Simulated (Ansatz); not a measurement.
# Ligand exchange: GaH2Cl + C2H7NSi → GaH2(NH2) + C2H5ClSi

Species: GaH2Cl `[Cl][GaH2]`, singlet; C2H7NSi `C=C[SiH2]N`, singlet; GaH2(NH2), singlet; C2H5ClSi `C=C[SiH2]Cl`, singlet. The partners trade Cl for NH2: Ga–Cl and Si–NH2 bonds give way to Ga–NH2 and Si–Cl.

Shapes, held fixed at every level: PBE0-D4/def2-TZVP. Flexible molecules stand in one conformer, not always the lowest. Programs: Ansatz 0.2.0. The zero-point and thermal change to 298 K, harmonic and unscaled (PBE0-D4/def2-TZVP), is +0.4 kJ/mol.

```json
{"level": "HF/def2-TZVPP", "kind": "Hartree–Fock", "ΔH(298 K) (kJ/mol)": "+41.1", "less CCSD(T)/def2-TZVPP": "+17.5", "CPU time (sum over the molecules)": "–"}
{"level": "r2SCAN-D4/def2-TZVPP", "kind": "meta-GGA", "ΔH(298 K) (kJ/mol)": "+25.4", "less CCSD(T)/def2-TZVPP": "+1.8", "CPU time (sum over the molecules)": "45 s"}
{"level": "B3LYP-D4/def2-TZVPP", "kind": "global hybrid", "ΔH(298 K) (kJ/mol)": "+27.5", "less CCSD(T)/def2-TZVPP": "+3.9", "CPU time (sum over the molecules)": "40 s"}
{"level": "PBE0-D4/def2-TZVPP", "kind": "global hybrid", "ΔH(298 K) (kJ/mol)": "+26.8", "less CCSD(T)/def2-TZVPP": "+3.2", "CPU time (sum over the molecules)": "26 s"}
{"level": "r2SCAN0-D4/def2-TZVPP", "kind": "global hybrid", "ΔH(298 K) (kJ/mol)": "+29.2", "less CCSD(T)/def2-TZVPP": "+5.6", "CPU time (sum over the molecules)": "46 s"}
{"level": "B2PLYP/def2-TZVPP", "kind": "double hybrid", "ΔH(298 K) (kJ/mol)": "+25.1", "less CCSD(T)/def2-TZVPP": "+1.5", "CPU time (sum over the molecules)": "45 s"}
{"level": "CCSD/def2-SVP", "kind": "coupled cluster or CI", "ΔH(298 K) (kJ/mol)": "+25.8", "less CCSD(T)/def2-TZVPP": "+2.2", "CPU time (sum over the molecules)": "–"}
{"level": "CCSD(T)/def2-TZVPP", "kind": "coupled cluster or CI", "ΔH(298 K) (kJ/mol)": "+23.6", "less CCSD(T)/def2-TZVPP": "0.0", "CPU time (sum over the molecules)": "11 min"}
```

The highest level, CCSD(T)/def2-TZVPP, gives ΔH(298 K) = +23.6 kJ/mol; the levels span +23.6 to +41.1. The column of differences is taken from that level and isn't an error. No measured value is set beside it here. Relativity is left out for Ga. Outer-core shells of Ga are correlated in most correlated rows, in sets that cover them unevenly. Times are processor times on shared x86 and Arm servers, and rough.

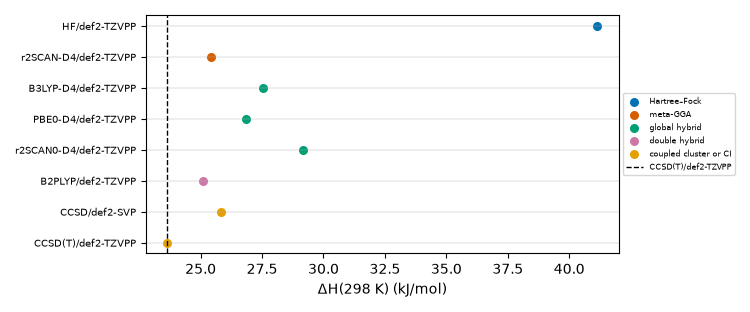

The values of the table, level by level.
